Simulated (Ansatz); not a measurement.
# GeH4···PH3: what the fields show

Input file:

```
crystal:
  periodic: [false, false, false]
  atoms:
    - { symbol: Ge, position_ang: [0.31348, -0.021728, -0.159812] }
    - { symbol: H, position_ang: [0.275945, -0.138312, 1.380692] }
    - { symbol: H, position_ang: [1.754954, 0.212257, -0.649132] }
    - { symbol: H, position_ang: [-0.577496, 1.155748, -0.590918] }
    - { symbol: H, position_ang: [-0.223606, -1.326977, -0.774877] }
    - { symbol: P, position_ang: [-2.808991, 0.240039, 1.353579] }
    - { symbol: H, position_ang: [-2.797366, -0.883843, 0.471724] }
    - { symbol: H, position_ang: [-3.518328, -0.473734, 2.373275] }
    - { symbol: H, position_ang: [-1.524392, -0.07555, 1.885269] }
basis:
  gaussian: { orbitals: def2-SVP }
hamiltonian:
  xc: pbe0
relax:
  f_tol: 0.03
  max_steps: 50
output:
  orbitals: {}
```

Run with:

```sh
ansatz run input.yaml --threads 2 --pin off --max-ram 3072MiB --backend cpu --events-out ev --progress --plain --runs-dir out
```

The fields are those of the relaxed geometry.

These are results of Ansatz, RKS PBE0/def2-SVP, not measurements.

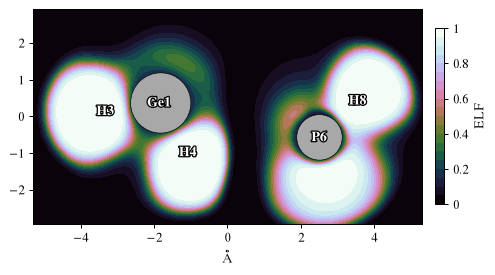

Figure 1. Electron localisation function on the plane of atoms H3, Ge1 and H4. Grey discs cover the atomic cores.

What do the fields say about this system?

- The section cuts through Ge, H and P sites.
- Ge1···P6 (4.43 Å): the ELF dips to about 0 between them: a weak contact between the two molecules.
- P–H (1.43 Å): the ELF climbs to about 1 towards the hydrogen, as it does in any bond to H.
- Ge–H (1.54 Å): the ELF climbs to about 1 towards the hydrogen.
- The ELF also peaks beside P6, away from the bonds: lone-pair regions.

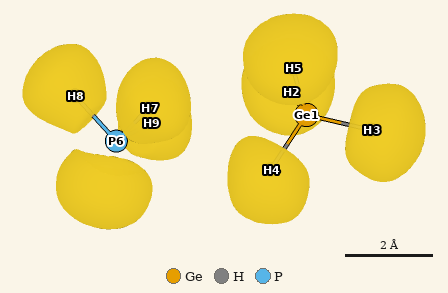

Figure 2. Isosurface of the ELF at 0.85 (yellow), seen from one side. Only the valence region is drawn (cores and ρ < 0.01 e/Å³ removed).

Identify the bonds, lone pairs and shells in this picture.

The ELF exceeds this value in seven regions around hydrogen nuclei and one lobe on P, pointing away from the bonds (lone pairs).

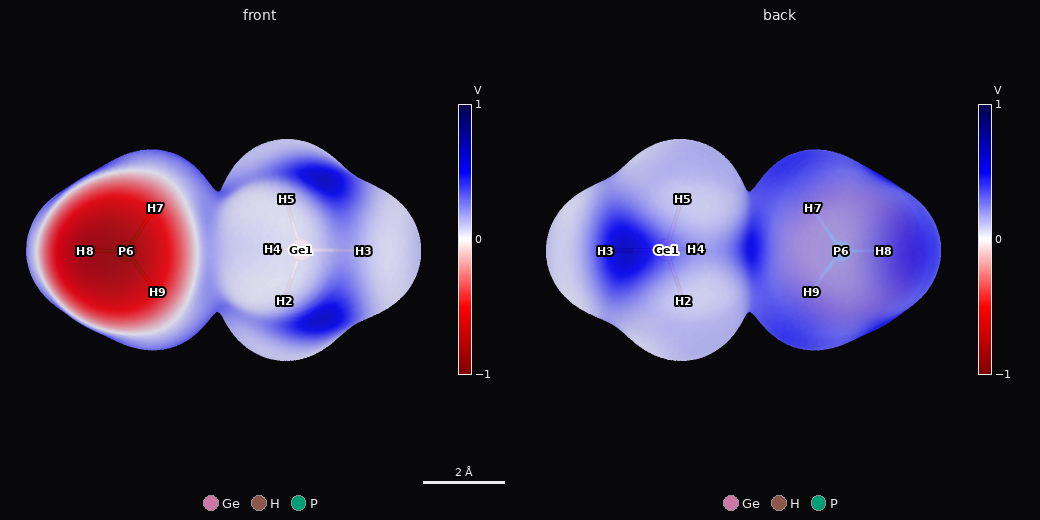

Figure 3. The molecular electrostatic potential painted on the density surface at 0.001 e/bohr³, seen from the front and from behind; the colour scale runs from red (negative) to blue (positive).

Which sites attract a positive test charge, and which a negative one?

A positive charge is drawn to the negative regions and a negative charge to the positive ones. The most negative region (about −0.8 V) lies over P6, the most positive (about +0.6 V) over Ge1.
